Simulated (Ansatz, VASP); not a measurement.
# Cross-check of HgSb between VASP and Ansatz, part 2 of 2

One calculation is typed for both programs; each brings its own data sets. How far apart do they land? The cell is invented: As first built, before any earlier steps moved the atoms (in the runner's words): it takes the MgSb structure with some of its atoms replaced by other elements, volume scaled by an estimate. It may not be a known or stable phase. The cell is taken from a series of VASP runs on this material, whose earlier steps may have relaxed, scaled or displaced it; both programs get it as it stands. Valence electrons are named where the data sets of a main pair hold unlike numbers.

VASP 6.6.1 and Ansatz 0.2.0.

So far: The structure; VASP: band structure, HSE06.

**3. Ansatz: band structure, HSE06**

Level of this step: Ansatz beside VASP: Kohn-Sham DFT, plane waves, HSE06 (Ansatz).

Ansatz runs on its default PAW (the set named soft_2) files.

The same cell, functional, mesh and smearing now go to Ansatz, which takes its cutoff from its data sets.

File input.yaml:

```yaml
crystal:
  lattice:
    - [2.0235248969, 1.1682822931, 3.7191830794]
    - [-2.0235248969, 1.1682822931, 3.7191830794]
    - [0.0, -2.3365645861, 3.7191830794]
  atoms:
    - { symbol: Hg, position: [0.0, 0.0, 0.0] }
    - { symbol: Sb, position: [0.5, 0.5, 0.5] }
hamiltonian:
  xc: { exchange: pbe, correlation: pbe, exx: { coeff: 0.25, omega: 0.2 } }
  pseudopotentials: { kind: paw }
kpoints:
  mp_grid: { grid: [4, 4, 4] }
  band_path:
    path:
      - [0.0, 0.0, 0.0]
      - [0.44444, 0.0, 0.0]
      - [0.5, 0.15497, -0.15497]
      - [0.64864, 0.5, 0.35136]
      - [0.38889, 0.38889, 0.38889]
      - [0.0, 0.0, 0.0]
      - [0.32553, 0.0, -0.32553]
      - [0.54459, 0.45541, 0.0]
      - [0.55946, 0.55946, 0.10331]
      - [0.60405, 0.60405, 0.2919]
      - [0.5, 0.0, 0.0]
      - [0.76755, 0.36622, 0.36622]
    npoints: 1
scf:
  occupations: { method: gaussian, width: 0.05 }
  n_extra_bands: 7
output:
  forces: true
  stress: true
  eigenvalues: true
```

Command:

```
$ ansatz run input.yaml --threads 4 --pin off --max-ram 9216MiB --backend cpu --events-out ev --progress --plain --runs-dir out
```

Numbers of over 12 decimals in the logs are rounded to 6 here.

The log of the run:

```text
Warning: output.stress: scf.convergence.dr2_threshold = 1e-7 eV (the SCF's general default) is looser than the 2e-10 eV advised for a printed stress (1e-10 eV for each atom of the cell: 2). What an SCF threshold leaves in a stress goes as its square root, and in the free energy as the threshold itself, and one threshold admits the most on a small cell: [figures from the program's tests cut] Set scf.convergence.dr2_threshold to 2e-10 eV or tighter. The threshold is an SCF's pass mark: one that does not reach it within its budget of iterations ends unconverged, or closes short of it on a stop that the run arms, and scf.convergence.dr2_threshold's page says what that costs each kind of run
Warning: output.stress: scf.exx.energy_threshold = 1e-6 eV is looser than the 2e-8 eV advised for a stress under a hybrid functional (1e-8 eV for each atom of the cell: 2). Every SCF of the exchange loop can meet its threshold on dr2 while the loop round them stops early: no threshold on dr2 bounds what that leaves in the stress. Set scf.exx.energy_threshold to 2e-8 eV or tighter. The threshold is the loop's pass mark: a loop that does not reach it within its budget of cycles ends unconverged, and scf.exx.energy_threshold's page has the law
scf.n_extra_bands = 7 over 18 filled bands (N_el = 35.0): the run solves 25 bands
Engine: ansatz 0.2.0, aarch64-unknown-linux-gnu
Pseudopotentials: kind: paw
Pseudopotential: Hg, paw, valence charge 20, recommended cutoff 420 eV (normal), Hg.paw.azcp
Pseudopotential: Sb, paw, valence charge 15, recommended cutoff 420 eV (normal), Sb.paw.azcp
Functional definition: unnamed
  parameter a_1 = 0.25
  parameter omega_1 = 0.2/angstrom
  exchange = pbe_x + (-a_1)*pbe_x_sr(omega_1) + a_1*exact_x_sr(omega_1)
  correlation = pbe_c
Crystal: 2 atoms, lattice volume = 52.754 Å³
Basis set: ecut = 420 eV, 1015 PW (Γ), exchange–correlation on 60×60×60 points (8 copies of the dense FFT grid, shifted against one another)
Bands: 25, of which v1, the nominal top of the filled ones, is band 18 counted from 1 (17 counted from 0)
Symmetry: 12 space group operations
Space group: R-3m (ITA 166), of the structure as read, at distance tolerance 3.8e-5 Å
k-points: 13 of 64
Non-local potential: Hg, projectors of the file, l = 0: 3, l = 1: 2, l = 2: 2, l = 3: 1
Non-local potential: Sb, projectors of the file, l = 0: 2, l = 1: 2, l = 2: 2, l = 3: 2
PAW form: soft (Blöchl's): semilocal exchange-correlation on the pseudo side does not see the compensation charge
PAW frozen core: Hg, regenerated for the run's functional, and the local potential with it (the file was generated under x = pbe(κ = 0.804, μ = 0.219515), c = pbe(β = 0.066725))
PAW frozen core: Sb, regenerated for the run's functional, and the local potential with it (the file was generated under x = pbe(κ = 0.804, μ = 0.219515), c = pbe(β = 0.066725))
PAW one-centre angular grid: Hg, 590 points (default); XC on 64 Gauss nodes
PAW one-centre angular grid: Sb, 590 points (default); XC on 64 Gauss nodes
Initial density: superposition of atomic densities (neutral atoms: chi_scale 0, normalization atom), corrected by the library's trained network
Initial wavefunctions: pseudopotential atomic-orbital guess
Functional: x = pbe(κ = 0.804, μ = 0.219515), c = pbe(β = 0.066725), warm-up for x = pbe(κ = 0.804, μ = 0.219515) + 0.25 (exact − pbe) at short range (hse, ω = 0.2 Å⁻¹), c = pbe(β = 0.066725)
SCF iter   1: F=—  HF=-20297.636836 eV  |F-HF|=—  |Δ(HF+E_count)|=         —  Δρ=4.76e-3  dr2=1.66e-2  ethr=1.77e-3  ⟨swp⟩=12.1  Hψ=1553  notcnv=0
preconditioner: auto → none  [insulator: Δε(μ)=0.345 eV  Ē_g=13.246 eV  σ=0.050 eV  W_gap=0.50  n_scr=14 (ndim 8)  ℏωp=21.1 eV  f_vac=0.004  D(μ)=2.14/eV (n_scr^D=14)]
SCF iter   2: F=—  HF=-20297.633335 eV  |F-HF|=—  |Δ(HF+E_count)|=   3.50e-3  Δρ=2.01e-3  dr2=2.30e-3  ethr=4.73e-5  ⟨swp⟩=4.0  Hψ=834  notcnv=0  defer=2
iter 3 solved again at ethr=6.44e-7 eV; its pass at ethr=6.57e-6 eV (dr2=2.25e-4 eV) is discarded
SCF iter   3: F=—  HF=-20297.632767 eV  |F-HF|=—  |Δ(HF+E_count)|=   5.69e-4  Δρ=8.17e-4  dr2=2.23e-4  ethr=6.44e-7  ⟨swp⟩=2.0  Hψ=1194  notcnv=0
SCF iter   4: F=—  HF=-20297.632841 eV  |F-HF|=—  |Δ(HF+E_count)|=   7.47e-5  Δρ=2.36e-4  dr2=1.69e-5  ethr=6.39e-7  ⟨swp⟩=2.9  Hψ=570  notcnv=0
SCF iter   5: F=—  HF=-20297.632854 eV  |F-HF|=—  |Δ(HF+E_count)|=   1.27e-5  Δρ=2.86e-5  dr2=3.68e-7  ethr=4.82e-8  ⟨swp⟩=3.0  Hψ=618  notcnv=0
SCF iter   6: F=—  HF=-20297.632854 eV  |F-HF|=—  |Δ(HF+E_count)|=   2.06e-7  Δρ=1.00e-5  dr2=2.88e-8  ethr=1.05e-9  ⟨swp⟩=4.0  Hψ=736  notcnv=0
SCF iter   7: F=—  HF=-20297.632854 eV  |F-HF|=—  |Δ(HF+E_count)|=   2.89e-8  Δρ=1.50e-6  dr2=8.37e-10  ethr=8.24e-11  ⟨swp⟩=3.0  Hψ=642  notcnv=0
SCF iter   8: F=-20297.632854 eV  HF=-20297.632854 eV  |F-HF|=7.28e-12  |Δ(HF+E_count)|=  4.51e-10  Δρ=3.28e-7  dr2=4.03e-11  ethr=2.39e-12  ⟨swp⟩=3.1  Hψ=700  notcnv=0
SCF 1 converged in 8 iterations: F = -20297.632854 eV  dr2 = 4.03e-11
  greatest PAW one-centre occupation: 1.000 electrons in one spin orbital (limit 2), on the Hg atom at site 0 (counted from 0), in its partial waves of l = 0
Initial density: handed on by an earlier stage of this run
Initial wavefunctions: those handed on with the density
Functional: x = pbe(κ = 0.804, μ = 0.219515) + 0.25 (exact − pbe) at short range (hse, ω = 0.2 Å⁻¹), c = pbe(β = 0.066725)
Exchange kernel: α = 0.2500, screened, ω = 0.2000 Å⁻¹, Wigner–Seitz truncation, v(0) = 1110.4830 eV·Å³, q-mesh 4×4×4, nearest image of the exchange supercell L = 16.19 Å, pair-density grid 18×18×18, without the augmentation charges, whose exchange is taken in its separable form by FFT convolution over the k-point mesh (sized by the pseudopotential files, 24×24×27 at the most), smooth part of the exact exchange by density-matrix convolution
Frozen-core exchange: fock
iter 1 solved again at ethr=7.20e-5 eV; its pass at ethr=1.00e-1 eV (dr2=2.52e-2 eV) is discarded
SCF iter   1: F=—  HF=-20305.128890 eV  |F-HF|=—  |Δ(HF+E_count)|=         —  Δρ=7.77e-3  dr2=2.52e-2  ethr=7.20e-5  ⟨swp⟩=4.1  Hψ=1502  notcnv=0
preconditioner: auto → none  [insulator: Δε(μ)=0.387 eV  Ē_g=15.088 eV  σ=0.050 eV  W_gap=0.50  n_scr=14 (ndim 8)  ℏωp=21.1 eV  f_vac=0.009  D(μ)=2.12/eV (n_scr^D=14)]
SCF iter   2: F=—  HF=-20305.126092 eV  |F-HF|=—  |Δ(HF+E_count)|=   2.80e-3  Δρ=3.61e-3  dr2=2.40e-3  ethr=7.00e-5  ⟨swp⟩=3.1  Hψ=791  notcnv=0
SCF iter   3: F=—  HF=-20305.126291 eV  |F-HF|=—  |Δ(HF+E_count)|=   1.99e-4  Δρ=1.78e-3  dr2=4.99e-4  ethr=6.59e-6  ⟨swp⟩=2.1  Hψ=554  notcnv=0  defer=1
SCF iter   4: F=—  HF=-20305.126251 eV  |F-HF|=—  |Δ(HF+E_count)|=   3.97e-5  Δρ=3.24e-4  dr2=6.48e-5  ethr=1.43e-6  ⟨swp⟩=3.1  Hψ=594  notcnv=0
SCF iter   5: F=-20305.126224 eV  HF=-20305.126225 eV  |F-HF|=1.42e-7  |Δ(HF+E_count)|=   2.66e-5  Δρ=3.14e-5  dr2=2.65e-7  ethr=1.83e-7  ⟨swp⟩=3.0  Hψ=633  notcnv=0
SCF 2 stopped early in 5 iterations: F = -20305.126224 eV  dr2 = 2.65e-7
  greatest PAW one-centre occupation: 1.001 electrons in one spin orbital (limit 2), on the Hg atom at site 0 (counted from 0), in its partial waves of l = 0
hybrid outer 1: dexx = +6.865e-3 eV, tail = 4.42e-5 eV
Exchange kernel: α = 0.2500, screened, ω = 0.2000 Å⁻¹, Wigner–Seitz truncation, v(0) = 1110.4830 eV·Å³, q-mesh 4×4×4, nearest image of the exchange supercell L = 16.19 Å, pair-density grid 18×18×18, without the augmentation charges, whose exchange is taken in its separable form by FFT convolution over the k-point mesh (sized by the pseudopotential files, 24×24×27 at the most), smooth part of the exact exchange by density-matrix convolution
Frozen-core exchange: fock
SCF iter   1: F=—  HF=-20305.126177 eV  |F-HF|=—  |Δ(HF+E_count)|=         —  Δρ=4.92e-5  dr2=6.54e-7  ethr=6.31e-7  ⟨swp⟩=5.3  Hψ=869  notcnv=0
preconditioner: auto → none  [insulator: Δε(μ)=0.384 eV  Ē_g=14.990 eV  σ=0.050 eV  W_gap=0.50  n_scr=14 (ndim 8)  ℏωp=21.1 eV  f_vac=0.005  D(μ)=2.12/eV (n_scr^D=14)]
SCF iter   2: F=—  HF=-20305.126178 eV  |F-HF|=—  |Δ(HF+E_count)|=   2.37e-7  Δρ=2.52e-5  dr2=1.35e-7  ethr=1.78e-9  ⟨swp⟩=3.5  Hψ=702  notcnv=0  defer=2
SCF iter   3: F=—  HF=-20305.126177 eV  |F-HF|=—  |Δ(HF+E_count)|=   2.91e-8  Δρ=4.40e-6  dr2=1.66e-8  ethr=3.84e-10  ⟨swp⟩=3.6  Hψ=652  notcnv=0  defer=3
SCF iter   4: F=-20305.126177 eV  HF=-20305.126177 eV  |F-HF|=2.80e-10  |Δ(HF+E_count)|=   5.47e-9  Δρ=1.22e-6  dr2=5.85e-10  ethr=4.55e-11  ⟨swp⟩=3.8  Hψ=755  notcnv=0  defer=4
SCF 3 converged in 4 iterations: F = -20305.126177 eV  dr2 = 5.85e-10
  Residual-converged pass: ⟨swp⟩=3.0  Hψ=593  notcnv=0  max |occ|·‖R‖ = 2.4e-6 eV (tolerance 2.4e-6 eV)  dr2=5.92e-10  dr2_onsite=1.21e-10  max |Δocc| = 6.2e-73
hybrid outer 2: dexx = +4.352e-7 eV, tail = 1.75e-8 eV, Δε = 2.27e-3 eV (about 5.59e-5 eV left of the loop's levels)
NSCF: frozen V_eff on 12 k-points
hybrid SCF converged: 2 outer / 9 inner (+8 warm-up), last move |dexx| = 4.35e-7 eV, tail = 1.75e-8 eV
Stability not checked: this state was not tested for a lower state beside it, because the functional holds exact exchange (a hybrid, or Hartree-Fock), whose exchange loop this test does not read (fock_operator; see scf.lower_state_search)
Free energy (F): -20305.126178 eV
Frozen-core exchange: fock
Harris-Foulkes:  -20305.126178 eV  (|F-HF|=2.80e-10)
Internal energy: -20305.123533 eV  (E = F + TS)
E sigma→0 (E₀):  -20305.124855 eV
Entropy (-TS):   -0.002645 eV (-1.322 meV/atom)
Fermi energy:    12.363172 eV
--- Per-component energies (eV) ---
  E_band       = -658.035623
  E_kinetic    = 809.440586
  E_local      = -4280.758614  (includes V_loc(G=0)·N_el)
  E_nonlocal   = 435.339458
  E_hartree    = 1879.058281
  E_xc         = -286.602766
  E_vxc        = -285.015420  (∫ρ·V_xc dr)
  E_exx        = -118.480662  (= α·E_x^exact, valence–valence)
  E_paw        = -14481.097871  (= ΣΔE_a)
  E_vpaw       = -858.199518  (= ΣTr[D̂ρ^β])
  E_aug_tail   = 0.000939  (compensation charges beyond the density's cutoff)
  E_ewald      = -4260.216892
  E_core_change = -1.805991  (= ΣΔE_core)
  E_smearing   = -0.002645  (= −TS)
  E_closure    = -0.000001  (closes the sum)
  Σ components = -20305.126178   (vs F -20305.126178, Δ=0.00e0)
--- Forces (eV/Å), atoms counted from 1 ---
  atom   1  Hg     0.00000000    -0.00000000    -0.00000000
  atom   2  Sb    -0.00000000     0.00000000     0.00000000
  max |Σ_I F_I| component: 8.41e-30 eV/Å
--- Stress (GPa, compression-positive) ---
        0.558564      -0.000000       0.000000
       -0.000000       0.558564      -0.000000
        0.000000      -0.000000      -2.952068
  P = ⅓ Tr σ = -0.6116 GPa (-6.116 kbar)
--- Band table (eV; the first three rows and the last of 13) ---
  k-point 0: bands = [... 14 lower, 3.5812, 11.4535, 12.9681, 13.1703, 13.1703, 19.8268, 20.4412, 21.0172, ... 3 higher]
  k-point 1: bands = [... 14 lower, 3.6729, 8.4246, 12.3632, 13.4066, 15.5542, 17.6704, 18.1141, 18.4310, ... 3 higher]
  k-point 2: bands = [... 14 lower, 3.8080, 5.6679, 13.4890, 13.8351, 14.9234, 16.1624, 16.6938, 17.1786, ... 3 higher]
  k-point 12: bands = [... 14 lower, 3.6954, 4.9525, 14.3229, 14.3229, 16.4938, 17.2820, 17.2820, 18.4925, ... 3 higher]
```

The job ended after 26 s (4 threads of Arm Neoverse V1, shared host; peak memory 0.86 GiB).

Reading the cycles: dr2 is the Hartree energy of the density residual (eV), the measure of convergence; HF is the Harris–Foulkes estimate of the energy, which meets the free energy F at convergence.

**4. Comparison**

Known differences besides the potentials themselves: exact exchange at q = 0 is treated differently, which shows on coarse meshes; VASP keeps PBE cores, Ansatz makes them for the functional; the data sets hold 35 valence electrons in Ansatz (on its default PAW (the set named soft_2) files) and 17 in VASP; the cutoff is 420 eV in Ansatz and 400 eV in VASP; VASP takes a coarser grid for exact exchange (PRECFOCK = Fast). Total energies have different zeros and are not compared.

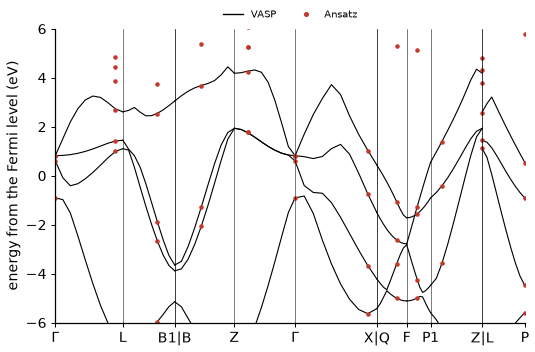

Bands from VASP (lines) and levels from Ansatz (dots). Dots without a line are higher empty bands that the VASP plot leaves out.

Levels from 3 eV below to 2 eV above the Fermi level differ by 12 meV r.m.s. and 24 meV at most; each VASP level is matched to the nearest of Ansatz, which flatters the figure a little.

**5. What came out**

```
r.m.s. difference of levels near the Fermi level (band structure, HSE06) : 12 meV
```

What this shows: The r.m.s. difference of levels near the Fermi level is 12 meV (band structure, HSE06), within the 80 meV picked in this series as the mark of a large difference. The data sets hold unlike numbers of valence electrons (35 in Ansatz and 17 in VASP), so part of the differences comes from the potentials. Such differences can come from data sets, numerical settings and the points named under the comparisons, not from the functional's error against experiment.

[Lines on the potential files, build, host, timing and source positions are cut from VASP's logs without a mark.]

[Logs are printed without paths, hosts, clocks, repeated set-up lines and the standing remarks that a program may print on its own settings, such as how far it seeks lower states.]

[Hosts, paths, dates, database ids (printed as entryN), source tags and the programs' standing remarks are cut or masked in the printed files.]
